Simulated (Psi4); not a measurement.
# SiNH5F+ (SMILES [NH3+][SiH2]F): OMP2/def2-SVPD (density fitting for correlation)

Aim: the vertical ionisation energy of SiNH5F+ at OMP2/def2-SVPD (density fitting for correlation), from 2 runs. 

The calculation is run with Psi4 1.11.

### Step 1. The structure to begin with

SiNH5F+ has 8 atoms, charge +1, and is taken as a singlet. As SMILES, `[NH3+][SiH2]F`. Geometry: relaxed at GFN2-xTB.

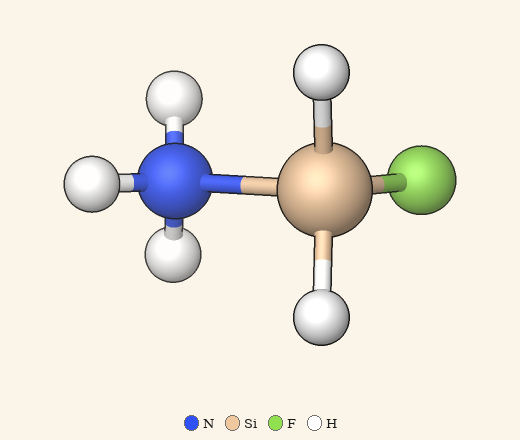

Viewed from a chosen angle; nitrogen blue, silicon light orange, fluorine green, hydrogen white.

### Step 2. The energy at OMP2/def2-SVPD (density fitting for correlation)

Contents of job.json:

```json
{
  "schema_name": "qcschema_input",
  "schema_version": 1,
  "molecule": {
    "schema_name": "qcschema_molecule",
    "schema_version": 2,
    "symbols": ["N", "Si", "F", "H", "H", "H", "H", "H"],
    "geometry": [-1.01255305, 1.11378568, -0.88129268, 0.95786438, -1.14186701, 1.17442699, 2.70183593, -2.08899774, -1.06667481, -1.90382348, 0.14894821, -2.30588161, 0.12166057, 2.42771226, -1.74279992, -2.37020789, 2.07782946, 0.09883268, 2.33248896, 0.53740032, 2.82782397, -0.82724651, -3.07483007, 1.89556538],
    "molecular_charge": 1,
    "molecular_multiplicity": 1,
    "fix_symmetry": "c1"
  },
  "driver": "energy",
  "model": {
    "method": "omp2",
    "basis": "def2-SVPD"
  },
  "keywords": {
    "puream": true,
    "e_convergence": 1e-09,
    "d_convergence": 1e-08,
    "scf_type": "pk",
    "num_frozen_docc": 7
  }
}
```

Started as:

```bash
$ psi4 --qcschema job.json -n 1 --memory 1600MB
```

stdout, cut to the lines that bear on the results:

```text
[...]
  Running in c1 symmetry.
[...]
  Nuclear repulsion =  125.505317667749097
[...]
  Multiplicity = 1
[...]
  Nalpha       = 17
  Nbeta        = 17
[...]
    Number of basis functions: 107
[...]
   @RHF iter   1:  -445.28671102423073   -3.08011e-01   3.70349e-03 DIIS/ADIIS
[...]
   @RHF iter  10:  -445.37220085565752   -2.87059e-11   7.39169e-09 DIIS
[...]
    Orbital Energies [Eh]
    ---------------------
    Doubly Occupied:
       1A    -69.055413     2A    -26.485220     3A    -15.881996
       4A     -6.414228     5A     -4.526098     6A     -4.525231
       7A     -4.523359     8A     -1.765756     9A     -1.463717
      10A     -0.992516    11A     -0.955629    12A     -0.951739
      13A     -0.883959    14A     -0.869631    15A     -0.853422
      16A     -0.770848    17A     -0.718940
[...]
  @RHF Final Energy:  -445.37220085565752
   => Energetics <=
    Nuclear Repulsion Energy =            125.5053176677490967
    One-Electron Energy =                -858.4796333592887549
    Two-Electron Energy =                 287.6021148358821620
    Total Energy =                       -445.3722008556575247
[...]
 Multipole Moments:
 ------------------------------------------------------------------------------------
     Multipole            Electronic (a.u.)      Nuclear  (a.u.)        Total (a.u.)
 ------------------------------------------------------------------------------------
 L = 1.  Multiply by 2.5417464519 to convert [e a0] to [Debye]
 Dipole X            :          2.7344072           -4.4977617           -1.7633545
 Dipole Y            :         -2.2244034            3.7040423            1.4796389
 Dipole Z            :         -0.6549055            0.9000501            0.2451446
 Magnitude           :                                                    2.3149182
[...]
	Warning: cc_lambda option is changed to TRUE
	For this residual convergence, default PCG convergence is:     1.00e-07
[...]
	DF-MP2 Total Energy (a.u.)         :  -445.85107324130746
[...]
	DF-MP2 Total Energy (a.u.)         :  -445.85606519465108
[...]
	DF-OMP2 Total Energy (a.u.)        :  -445.85606519464977
[...]
```

The result, in JSON:

```text
{
 "driver": "energy",
 "model": {
  "method": "omp2",
  "basis": "def2-SVPD"
 },
 "success": true,
 "return_result": -445.8560651946498,
 "properties": {
  "calcinfo_nbasis": 107,
  "calcinfo_nmo": 107,
  "calcinfo_nalpha": 17,
  "calcinfo_nbeta": 17,
  "calcinfo_natom": 8,
  "nuclear_repulsion_energy": 125.5053176677491,
  "return_energy": -445.8560651946498,
  "scf_one_electron_energy": -858.4796333592888,
  "scf_two_electron_energy": 287.60211483588216,
  "scf_dipole_moment": [-1.7633545187332391, 1.4796388640000462, 0.24514462112840207],
  "scf_total_energy": -445.3722008556575,
  "scf_iterations": 10,
  "mp2_singles_energy": 0.0,
  "mp2_doubles_energy": -0.4788723856499465,
  "mp2_correlation_energy": -0.47887238564993595,
  "mp2_total_energy": -445.85107324130746
 }
}
```

Wall time 52 s (1 thread of AMD EPYC 7R43 (Zen 3), shared host); peak memory 0.43 GiB.

### Step 3. Doublet [SiNH5F]2+, same level

Contents of fh5nsi.xyz:

```xyz
8
FH5NSi
N     -0.535820     0.589390    -0.466360
Si     0.506880    -0.604250     0.621480
F      1.429750    -1.105450    -0.564460
H     -1.007460     0.078820    -1.220220
H      0.064380     1.284690    -0.922250
H     -1.254260     1.099540     0.052300
H      1.234300     0.284380     1.496420
H     -0.437760    -1.627130     1.003090
```

Contents of fh5nsi_ase.py:

```python
import numpy as np
from ase.calculators.psi4 import Psi4
from ase.io import read

a = read('fh5nsi.xyz')
calc = Psi4(atoms=a, method='omp2', basis='def2-SVPD', memory='1600MB', num_threads=1, charge=2, multiplicity=2, label='calc', reference='uhf')
calc.psi4.set_options({'puream': True, 'e_convergence': 1e-09, 'd_convergence': 1e-08, 'scf_type': 'pk', 'num_frozen_docc': 7, 'maxiter': 200})
a.calc = calc

print(f'energy: {a.get_potential_energy():.6f} eV')
```

Started as:

```bash
$ python fh5nsi_ase.py
```

calc.dat, cut to the lines that bear on the results:

```text
[...]
  Running in c1 symmetry.
[...]
  Nuclear repulsion =  125.505317637637845
[...]
  Multiplicity = 2
[...]
  Nalpha       = 17
  Nbeta        = 16
[...]
    Number of basis functions: 107
[...]
   @UHF iter   1:  -444.55702214706258    4.21678e-01   4.08295e-03 ADIIS/DIIS
[...]
   @UHF iter  18:  -444.69175606095848   -2.39879e-11   8.73258e-09 DIIS
[...]
   @S^2 Observed:                8.129533969E-01
[...]
  @UHF Final Energy:  -444.69175606095848
   => Energetics <=
    Nuclear Repulsion Energy =            125.5053176376378445
    One-Electron Energy =                -848.9070245460463866
    Two-Electron Energy =                 278.7099508474500453
    Total Energy =                       -444.6917560609584825
  UHF NO Occupations:
  HONO-2 :   15  A 1.9987421
  HONO-1 :   16  A 1.9694704
[...]
 Multipole Moments:
 ------------------------------------------------------------------------------------
     Multipole            Electronic (a.u.)      Nuclear  (a.u.)        Total (a.u.)
 ------------------------------------------------------------------------------------
 L = 1.  Multiply by 2.5417464519 to convert [e a0] to [Debye]
 Dipole X            :          2.5386807           -4.4977617           -1.9590810
 Dipole Y            :         -2.4041399            3.7040423            1.2999024
 Dipole Z            :          0.7091977            0.9000501            1.6092479
 Magnitude           :                                                    2.8491092
[...]
	Warning: cc_lambda option is changed to TRUE
	For this residual convergence, default PCG convergence is:     1.00e-07
[...]
	DF-SCS-MP2 Total Energy (a.u.)     :  -445.14947417409411
	DF-SOS-MP2 Total Energy (a.u.)     :  -445.14591329492043
[...]
	DF-SCS-OMP2 Total Energy (a.u.)    :  -445.15974329241271
	DF-SOS-OMP2 Total Energy (a.u.)    :  -445.11879299899493
	DF-SCS(N)-OMP2 Total Energy (a.u.) :  -444.89537427720938
[...]
	DF-OMP2 Total Energy (a.u.)        :  -445.16837116745000
[...]
```

On the terminal:

```text
energy: -12113.648394 eV
```

Wall time 2.1 min (1 thread of AMD EPYC 7R43 (Zen 3), shared host); peak memory 0.45 GiB.

### Step 4. Outcome

Level: OMP2/def2-SVPD (density fitting for correlation), 7 core orbitals frozen.

```
                                                                      quantity          value
                                                 singlet SiNH5F+: total energy  -445.85607 Eh
                          singlet SiNH5F+: HOMO energy (Hartree–Fock orbitals)      -19.56 eV
                          singlet SiNH5F+: LUMO energy (Hartree–Fock orbitals)       -2.88 eV
                        singlet SiNH5F+: HOMO–LUMO gap (Hartree–Fock orbitals)       16.69 eV
                  singlet SiNH5F+: correlation energy (7 core orbitals frozen)     -483.9 mEh
                                              doublet [SiNH5F]2+: total energy  -445.16837 Eh
doublet [SiNH5F]2+: HOMO energy (Hartree–Fock orbitals) (highest over α and β)      -26.93 eV
 doublet [SiNH5F]2+: LUMO energy (Hartree–Fock orbitals) (lowest over α and β)      -17.47 eV
               doublet [SiNH5F]2+: correlation energy (7 core orbitals frozen)     -476.6 mEh
                         doublet [SiNH5F]2+: ⟨S²⟩ of the reference determinant          0.813
                          vertical ionisation energy (to the doublet dication)      18.713 eV
```

**Reading.** The vertical ionisation energy comes to 18.71 eV (432 kcal/mol).
